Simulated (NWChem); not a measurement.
**SiICl2 (SMILES Cl[Si](Cl)I): levels of theory compared**

Wanted: a comparison of 3 runs (UHF/STO-3G, UHF/3-21G, U-r2SCAN/def2-SVPD) of SiICl2. 

Program for the calculation: NWChem 7.3.0.

### 1 The structure to begin with

The species is SiICl2 (4 atoms), meant as a doublet with charge 0. SMILES: `Cl[Si](Cl)I`. Geometry: relaxed at PBE0-D4/def2-TZVP.

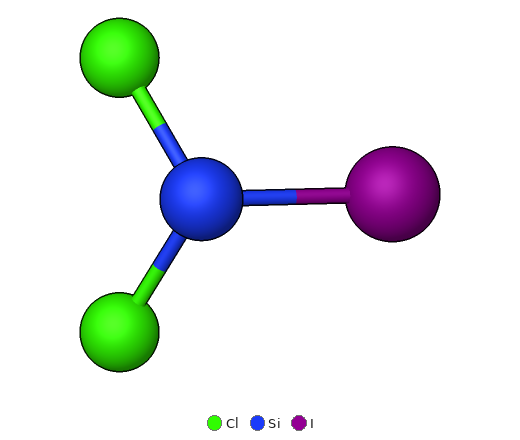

The structure, seen from a chosen angle (chlorine green, silicon blue, iodine purple).

### 2 Energy and forces at UHF/STO-3G (run 1)

Contents of run.py:

```python
from ase import Atoms
from ase.calculators.nwchem import NWChem

molecule = Atoms(['Cl', 'Si', 'Cl', 'I'], positions=[
    [-0.600300, -0.334100, 1.851400],
    [-0.146500, -0.514600, -0.136900],
    [1.890800, -0.556900, -0.335200],
    [-1.088500, 1.345300, -1.399600],
])

calc = NWChem(
    label='cl2isi',
    theory='scf',
    memory='2200 mb',
    basis='STO-3G',
    basispar='spherical bse',
    scf={'nopen': '1', 'uhf': None, 'thresh': '1e-08', 'maxiter': '80'},
)
molecule.calc = calc

forces = molecule.get_forces()
e = molecule.get_potential_energy()
print(f"E = {e:.6f} eV")
print("forces (eV/A):")
for s, f in zip(molecule.symbols, forces):
    print(f"{s:2s} {f[0]:10.5f} {f[1]:10.5f} {f[2]:10.5f}")
```

Command:

```
$ export ASE_NWCHEM_COMMAND="nwchem PREFIX.nwi > PREFIX.nwo"
$ python run.py
```

Output:

```text
E = -218931.165084 eV
forces (eV/A):
Cl   -0.16856    0.14568    1.15324
Si   -0.96134   -0.33054   -1.06037
Cl    1.17499    0.02556   -0.02525
I    -0.04515    0.15931   -0.06762
```

The calculator wrote cl2isi.nwi:

```
title "cl2isi"

permanent_dir cl2isi

scratch_dir cl2isi

start cl2isi

geometry units angstrom nocenter noautosym noautoz
  Cl -6.0029999999999994e-01 -3.3410000000000001e-01 1.8513999999999999e+00
  Si -1.4649999999999999e-01 -5.1459999999999995e-01 -1.3689999999999999e-01
  Cl 1.8908000000000000e+00 -5.5689999999999995e-01 -3.3520000000000000e-01
  I  -1.0885000000000000e+00 1.3452999999999999e+00 -1.3996000000000000e+00
end

memory 2200 mb

basis spherical bse noprint
   * library STO-3G
end

scf
  nopen 1
  uhf
  thresh 1e-08
  maxiter 80
end

task scf gradient
```

cl2isi.nwo:

```text
Northwest Computational Chemistry Package (NWChem) 7.3.0
             --------------------------------------------------------

           Job information
           ---------------

    nwchem branch   = 7.3.0
    use scalapack   = T
    input           = cl2isi.nwi
    prefix          = cl2isi.
    data base       = cl2isi/cl2isi.db
    status          = startup
    nproc           =        1

           Memory information
           ------------------

    heap     =     72089594 doubles =      550.0 Mbytes
    stack    =     72089599 doubles =      550.0 Mbytes
    global   =    144179200 doubles =     1100.0 Mbytes (distinct from heap & stack)
    total    =    288358393 doubles =     2200.0 Mbytes
    verify   = yes
    hardfail = no

           Directory information
           ---------------------

  0 permanent = cl2isi
  0 scratch   = cl2isi

                                NWChem Input Module
                                -------------------

                                      cl2isi
                                      ------

[... 24 lines left out ...]
            Nuclear Dipole moment (a.u.)
[... 74 lines left out ...]
 1-e energy   =  -12277.104111
[... 7 lines left out ...]
         Quadratically convergent UHF
[... 15 lines left out ...]
       Final UHF  results
[... 3 lines left out ...]
      One electron energy = -12272.252188530561
[... 1 line left out ...]
 Nuclear repulsion energy =    588.469179339998
[... 66 lines left out ...]
          Final beta eigenvalues
[... 191 lines left out ...]
                     UHF Final Beta Molecular Orbital Analysis
[... 186 lines left out ...]
     1   1 0 0     -0.517656     35.779100     35.140556    -71.437312
[... 8 lines of this table left out ...]
     2   0 0 2    -49.838643   -319.836124   -316.598856    586.596337

                              NWChem Gradients Module
                              -----------------------

                                      cl2isi

  wavefunction    =   UHF

                         UHF ENERGY GRADIENTS

    atom               coordinates                        gradient
                 x          y          z           x          y          z
   1 Cl     -1.134403  -0.631357   3.498639    0.003278  -0.002833  -0.022427
   2 Si     -0.276845  -0.972453  -0.258703    0.018695   0.006428   0.020621
   3 Cl      3.573094  -1.052388  -0.633436   -0.022850  -0.000497   0.000491
   4 I      -2.056967   2.542248  -2.644860    0.000878  -0.003098   0.001315

                 ----------------------------------------
                 |  Time  |  1-e(secs)   |  2-e(secs)   |
                 ----------------------------------------
                 |  CPU   |       0.00   |       2.16   |
                 ----------------------------------------
                 |  WALL  |       0.00   |       2.16   |
                 ----------------------------------------

 Task  times  cpu:        9.9s     wall:        9.9s
 Total times  cpu:        9.9s     wall:        9.9s
```

Wall time 11 s (1 thread of Intel Xeon Platinum 8252C at 3.80GHz (Skylake/Cascade Lake), shared host); peak memory 0.1 GiB.

### 3 Energy and gradient at UHF/3-21G (run 2)

Contents of run.py:

```python
from ase import Atoms
from ase.calculators.nwchem import NWChem

atoms = Atoms(['Cl', 'Si', 'Cl', 'I'], positions=[
    [-0.600300, -0.334100, 1.851400],
    [-0.146500, -0.514600, -0.136900],
    [1.890800, -0.556900, -0.335200],
    [-1.088500, 1.345300, -1.399600],
])

calc = NWChem(
    label='cl2isi',
    theory='scf',
    memory='2200 mb',
    basis='3-21G',
    basispar='spherical bse',
    scf={'nopen': '1', 'uhf': None, 'thresh': '1e-08', 'maxiter': '80', 'print': 'low'},
)
atoms.calc = calc

forces = atoms.get_forces()
print("Total energy (eV):", round(atoms.get_potential_energy(), 6))
print("forces (eV/A):")
for s, f in zip(atoms.symbols, forces):
    print(f"{s:2s} {f[0]:10.5f} {f[1]:10.5f} {f[2]:10.5f}")
```

Command:

```
$ export ASE_NWCHEM_COMMAND="nwchem PREFIX.nwi > PREFIX.nwo"
$ python run.py
```

Output:

```text
Total energy (eV): -220122.801409
forces (eV/A):
Cl   -0.55798    0.14085    2.32304
Si   -1.15206   -1.21989   -1.18723
Cl    2.37755   -0.12166   -0.25300
I    -0.66751    1.20071   -0.88281
```

The calculator wrote cl2isi.nwi:

```
title "cl2isi"

permanent_dir cl2isi

scratch_dir cl2isi

start cl2isi

geometry units angstrom nocenter noautosym noautoz
  Cl -6.0029999999999994e-01 -3.3410000000000001e-01 1.8513999999999999e+00
  Si -1.4649999999999999e-01 -5.1459999999999995e-01 -1.3689999999999999e-01
  Cl 1.8908000000000000e+00 -5.5689999999999995e-01 -3.3520000000000000e-01
  I  -1.0885000000000000e+00 1.3452999999999999e+00 -1.3996000000000000e+00
end

memory 2200 mb

basis spherical bse noprint
   * library 3-21G
end

scf
  nopen 1
  uhf
  thresh 1e-08
  maxiter 80
  print low
end

task scf gradient
```

cl2isi.nwo:

```text
Northwest Computational Chemistry Package (NWChem) 7.3.0
             --------------------------------------------------------

           Job information
           ---------------

    nwchem branch   = 7.3.0
    use scalapack   = T
    input           = cl2isi.nwi
    prefix          = cl2isi.
    data base       = cl2isi/cl2isi.db
    status          = startup
    nproc           =        1

           Memory information
           ------------------

    heap     =     72089594 doubles =      550.0 Mbytes
    stack    =     72089599 doubles =      550.0 Mbytes
    global   =    144179200 doubles =     1100.0 Mbytes (distinct from heap & stack)
    total    =    288358393 doubles =     2200.0 Mbytes
    verify   = yes
    hardfail = no

           Directory information
           ---------------------

  0 permanent = cl2isi
  0 scratch   = cl2isi

                                NWChem Input Module
                                -------------------

                                      cl2isi
                                      ------

[... 24 lines left out ...]
            Nuclear Dipole moment (a.u.)
[... 47 lines left out ...]
  beta  electrons =    50
  charge          =   0.00
  wavefunction    = UHF
  input vectors   = atomic
  output vectors  = cl2isi/cl2isi.movecs
  use symmetry    = F
  symmetry adapt  = F

 Forming initial guess at       0.0s

 Starting SCF solution at       0.3s

       Final UHF  results
       ------------------

         Total SCF energy =  -8089.363813080683
      One electron energy = -12313.887529714080
      Two electron energy =   3636.054537293400
 Nuclear repulsion energy =    588.469179339998

                       Sz =      0.5000
                 Sz(Sz+1) =      0.7500
                      S^2 =      0.7562

        Time for solution =      8.0s

                              NWChem Gradients Module
                              -----------------------

                         UHF ENERGY GRADIENTS

    atom               coordinates                        gradient
                 x          y          z           x          y          z
   1 Cl     -1.134403  -0.631357   3.498639    0.010851  -0.002739  -0.045176
   2 Si     -0.276845  -0.972453  -0.258703    0.022404   0.023723   0.023088
   3 Cl      3.573094  -1.052388  -0.633436   -0.046236   0.002366   0.004920
   4 I      -2.056967   2.542248  -2.644860    0.012981  -0.023350   0.017168

 Task  times  cpu:       10.9s     wall:       10.9s
 Total times  cpu:       10.9s     wall:       10.9s
```

Run time: 12 s. Hardware: 1 thread of Intel Xeon Platinum 8252C at 3.80GHz (Skylake/Cascade Lake), shared host; peak memory 0.1 GiB.

### 4 Energy and forces at U-r2SCAN/def2-SVPD (core potential) (run 3)

Contents of run.nw:

```
start run
title "Cl2ISi"
memory 2200 mb

geometry noautosym nocenter noautoz
Cl   -0.600300   -0.334100    1.851400
Si   -0.146500   -0.514600   -0.136900
Cl    1.890800   -0.556900   -0.335200
I    -1.088500    1.345300   -1.399600
end

basis "ao basis" spherical bse
Cl library def2-SVPD
Si library def2-SVPD
I library def2-SVPD
end

ecp bse
I library def2-SVPD
end

dft
xc r2scan
mult 2
grid fine
convergence energy 1e-08
iterations 100
mulliken
noprint "final vectors analysis"
end

task dft gradient
```

Command:

```
$ nwchem run.nw > run.out
```

Output:

```text
[...]
          Wavefunction type:  spin polarized.
          No. of atoms     :     4
          No. of electrons :    73
[...]
          Charge           :     0
          Spin multiplicity:     2
[...]
          AO basis - number of functions:   113
[...]
              XC Information
              --------------
                      r^2SCAN Method XC Functional
               r^2SCAN metaGGA Exchange Functional  1.000
                     r^2SCAN Correlation Potential  1.000
[...]
 d= 0,ls=0.0,diis     1  -1507.2819237199 -1.87D+03  1.08D-02  1.44D-01     5.0
[...]
 d= 0,ls=0.0,diis    11  -1507.3631075918 -3.94D-09  5.21D-07  8.40D-10    47.1
[...]
         Total DFT energy =    -1507.363107591782
      One electron energy =    -2920.259475769416
           Coulomb energy =     1145.699109855796
    Exchange-Corr. energy =      -99.699397000382
 Nuclear repulsion energy =      366.896655322220
[...]
      Total Density - Mulliken Population Analysis
     ---------------------------------------------
    Atom       Charge   Shell Charges
 -----------   ------   -------------------------------------------------------
    1 Cl  17    17.46   2.00  1.99  1.26  0.70  0.05  5.93  2.14  3.13  0.20  0.02  0.03
    2 Si  14    12.98   2.00  1.98  1.17 -0.06 -0.14  5.92  1.07  0.74  0.30 -0.01
    3 Cl  17    17.46   2.00  1.99  1.26  0.70  0.05  5.93  2.14  3.13  0.20  0.02  0.03
    4 I   25    25.10   0.22  1.83  1.34  0.54  0.01  3.12  2.93  2.66  2.34  0.05  9.78  0.25  0.02
[...]
      <S2> =      0.7541 (Exact =     0.7500)
[...]
  wavefunction    = open shell
                         DFT ENERGY GRADIENTS
    atom               coordinates                        gradient
                 x          y          z           x          y          z
   1 Cl     -1.134403  -0.631357   3.498639    0.002432  -0.000969  -0.010947
   2 Si     -0.276845  -0.972453  -0.258703    0.006956   0.004297   0.007472
   3 Cl      3.573094  -1.052388  -0.633436   -0.011218   0.000251   0.001025
   4 I      -2.056967   2.542248  -2.644860    0.001830  -0.003580   0.002450
[...]
```

Run time: 65 s. Hardware: 1 thread of Intel Xeon Platinum 8252C at 3.80GHz (Skylake/Cascade Lake), shared host; peak memory 0.14 GiB.

### 5 Overview of the runs

```csv
run,level,iteration cap,module,energy (Eh),dipole moment (D),⟨S²⟩,largest force (eV/Å),wall time
1,UHF/STO-3G,80,scf,-8045.571985,2.42,0.755,1.469,11 s
2,UHF/3-21G,80,scf,-8089.363813,–,0.756,2.394,12 s
3,U-r2SCAN/def2-SVPD (core potential),100,dft,-1507.363108,0.56,0.754,0.579,65 s
```

### 6 Results

| quantity | value |
| --- | --- |
| run 3: total energy | -1507.36311 Eh |
| run 3: dipole moment | 0.56 D |
| run 3: ⟨S²⟩ | 0.754 |
| run 3: largest force on an atom | 0.579 eV/Å |

In words: Some runs of one species differ in core potentials or relativity; totals across that change don't compare. In run 1 the basis is minimal, so the values are rough. In runs 1, 2 relativity is left out where basis or elements ask for it. All runs together took 88 s, the longest 65 s.
